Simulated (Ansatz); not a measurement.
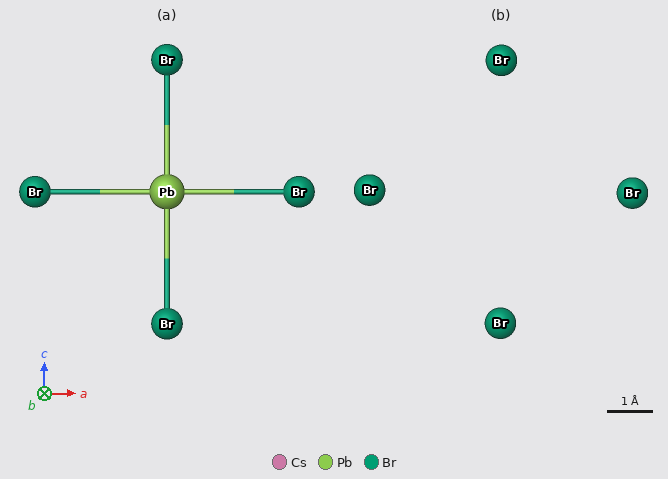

Left: perfect CsPbBr3. Right: the same region with one point defect, after relaxing the atoms in a supercell of 40 sites. Style: ball-and-stick. Shown: the atoms within 4.6 Å of one point, in a slice 4.2 Å thick across the line of sight, along the b axis.

Theory: DFT, PBEsol, PAW, plane waves in Ansatz. Settings: plane-wave cutoff 420 eV; k-point mesh 1 × 1 × 1; mesh shifted by (0.25, 0.25, 0.25); collinear spin. Fermi-Dirac smearing of 0.01 eV. A uniform background neutralises the charged cell. The axes drawn are those of the host's conventional cell.

Q: Which defect is it?

A: A lead atom is taken out (a vacancy).

The charge state of the cell is −2.

Q: How does the lattice respond?

A: Around the empty Pb site the host had 6 Br at 2.94 Å; after relaxation the nearest atoms are 6 Br at 2.92 to 2.94 Å. Of the host's atoms, a caesium atom moves furthest from its site, by 0.57 Å. The cell ends without a net magnetic moment.

Limits of the set-up: the cell is charged, on a uniform background, and energies carry no finite-size correction.
